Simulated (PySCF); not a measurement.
# WC (triplet): what the fields show

```tsv
atom	x (Å)	y (Å)	z (Å)
W	0.0000	0.0000	-0.1045
C	0.0000	0.0000	1.6015
```

⟨S²⟩ = 2.05, above the pure value of 2.00; core potentials replace the inner electrons of W.

Computed with PBE0/cc-pVDZ(-PP), non-relativistic Hamiltonian with scalar-relativistic core potentials where named, at a bond length of 1.706 Å (PySCF 2.14.0).

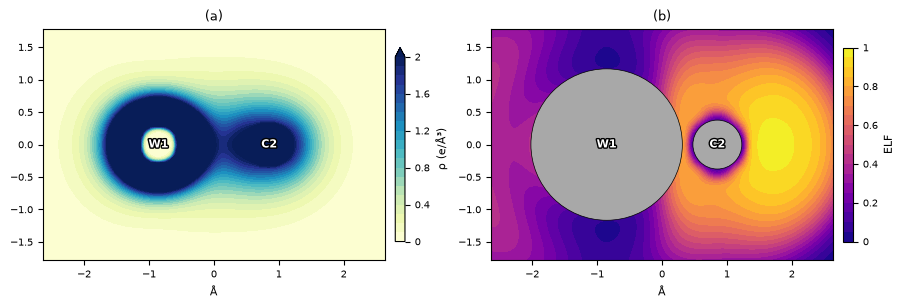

Figure 1. (a) electron density; (b) electron localisation function on a plane that holds the molecular axis. Grey discs cover the atomic cores in the ELF map.

Q: What do the fields say about this system?

A: Atoms in the plane: W and C.
C–W (1.71 Å): ρ is about 2.1 e/Å³ halfway, with its minimum of 1.9 e/Å³ about 0.7 Å from C; the ELF peaks at about 0.75 in the valence shell of C, 0.5 Å from its nucleus, and is about 0.50 at the midpoint.

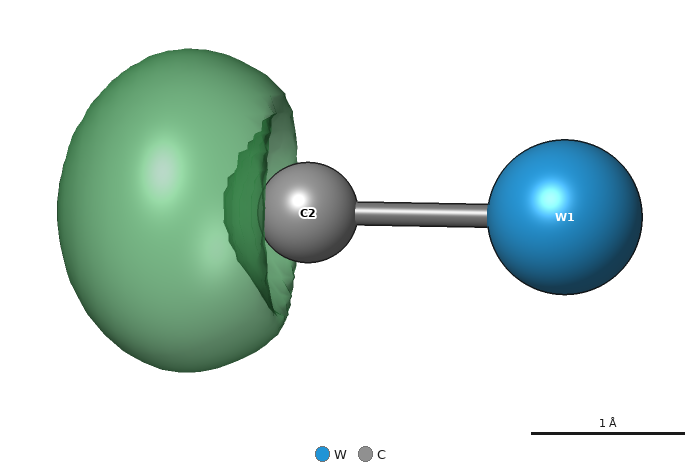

Figure 2. Isosurface of the ELF at 0.8 (green), seen from one side. Only the valence region is drawn (cores and ρ < 0.01 e/Å³ removed).

Q: Identify the bonds, lone pairs and shells in this picture.

A: The surface consists of one lobe on C, pointing away from the bonds (non-bonding electrons).

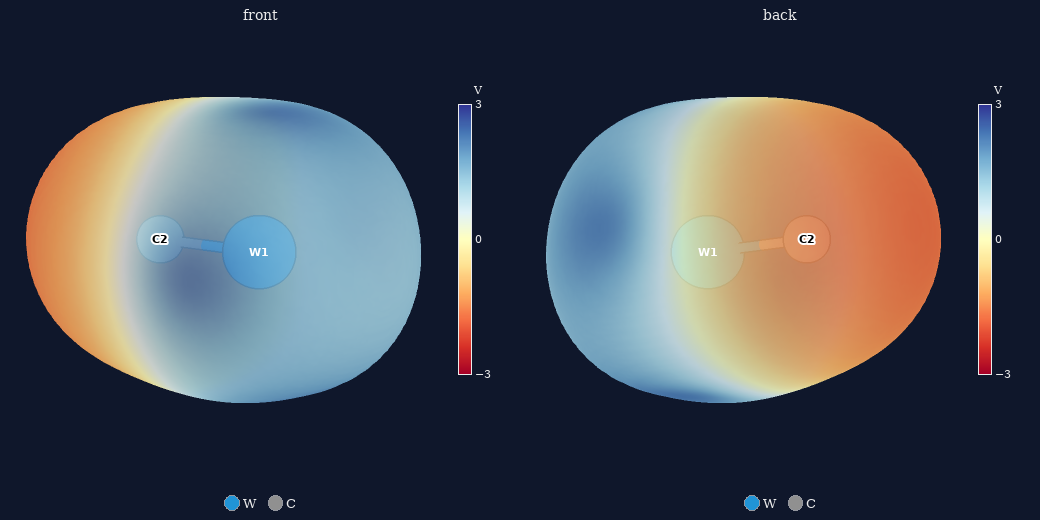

Figure 3. The electrostatic potential painted on the density surface at 0.002 e/bohr³, seen from the front and from behind; red is negative and blue positive.

Q: Where is the surface potential most negative and most positive?

A: The most negative region (about −1.8 V) lies over C2, the most positive (about +2.3 V) over W1.
